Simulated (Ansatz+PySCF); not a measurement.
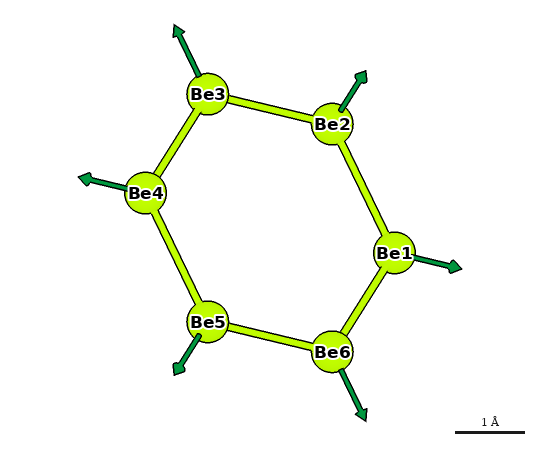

(Drawn from a calculation with Ansatz+PySCF.)

Arrows show the forces on the atoms, 2 Å of arrow for 1 eV/Å; forces under a tenth of the largest aren't drawn. Level of theory: RHF/6-31G (Ansatz).

List the force components in the frame of the picture (x right, y up, z towards the viewer), in eV/Å.

```json
{"atom": "Be1", "Fx": "0.38", "Fy": "−0.09", "Fz": "−0.20"}
{"atom": "Be2", "Fx": "0.19", "Fy": "0.30", "Fz": "−0.26"}
{"atom": "Be3", "Fx": "−0.19", "Fy": "0.39", "Fz": "−0.05"}
{"atom": "Be4", "Fx": "−0.38", "Fy": "0.09", "Fz": "0.20"}
{"atom": "Be5", "Fx": "−0.19", "Fy": "−0.30", "Fz": "0.26"}
{"atom": "Be6", "Fx": "0.19", "Fy": "−0.39", "Fz": "0.05"}
```
